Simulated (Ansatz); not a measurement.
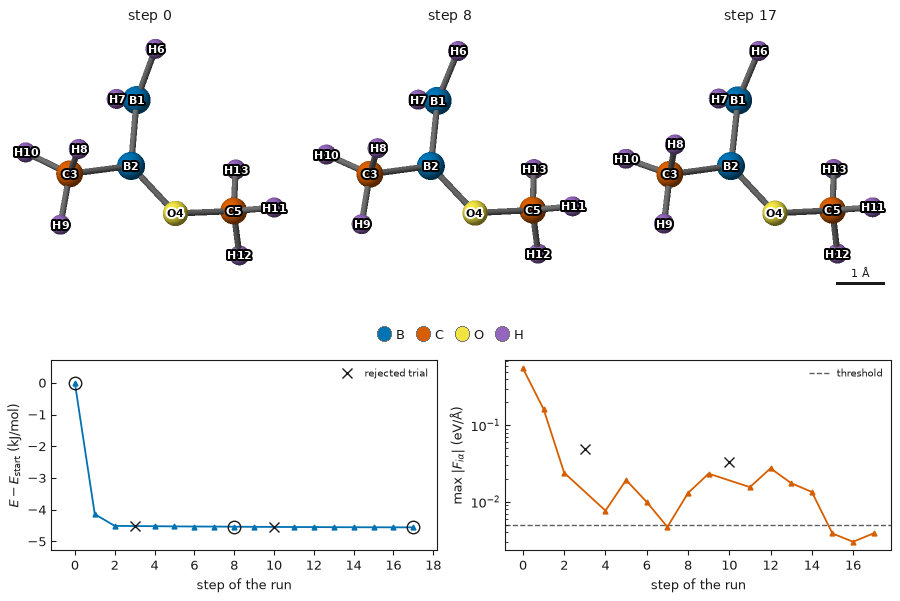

Frames of a relaxation of C$_{2}$H$_{8}$B$_{2}$O, marked on the history of the run. Style: ball-and-stick. Shown at a tilt.

The start comes from PBE-D4/def2-SVP.

Theory: RKS PBE0-D4/def2-TZVP (Ansatz). Set-up: force threshold 0.005 eV/Å; at most 150 steps.

What happens along the run?

Answer. After 15 accepted moves (17 points after the start) the energy has fallen by 4.55 kJ/mol. The largest force component goes from 0.56 to 0.0039 eV/Å. The line search rejected the trial steps at points 3, 10 of the run. The forces were under the threshold at step 7, but the run went on from there. The atom that moves furthest after the best rigid fit is H10 (0.15 Å). Largest moves by element: H 0.15 Å, B 0.04 Å, C 0.03 Å, O 0.01 Å. Near-neighbour distances that change, for instance: B1–H6 1.222 → 1.201 Å, C5–H13 1.115 → 1.097 Å, C3–H8 1.113 → 1.097 Å, C3–H10 1.109 → 1.094 Å. From step 0 to 8: H6 moves most (0.07 Å), energy −4.53 kJ/mol. From step 8 to 17: H atoms move most (0.10 Å), energy −0.02 kJ/mol.

| step | E − E(0), kJ/mol | largest force component, eV/Å | note |
| --- | --- | --- | --- |
| 0 | 0.00 | 0.5571 |  |
| 1 | -4.14 | 0.1638 |  |
| 2 | -4.51 | 0.0240 |  |
| 3 | -4.51 | 0.0490 | rejected |
| 4 | -4.52 | 0.0077 |  |
| 5 | -4.52 | 0.0193 |  |
| 6 | -4.53 | 0.0100 |  |
| 7 | -4.53 | 0.0047 |  |
| 8 | -4.53 | 0.0130 |  |
| 9 | -4.54 | 0.0234 |  |
| 10 | -4.54 | 0.0331 | rejected |
| 11 | -4.54 | 0.0156 |  |
| 12 | -4.54 | 0.0275 |  |
| 13 | -4.55 | 0.0176 |  |
| 14 | -4.55 | 0.0135 |  |
| 15 | -4.55 | 0.0039 |  |
| 16 | -4.55 | 0.0030 |  |
| 17 | -4.55 | 0.0039 |  |
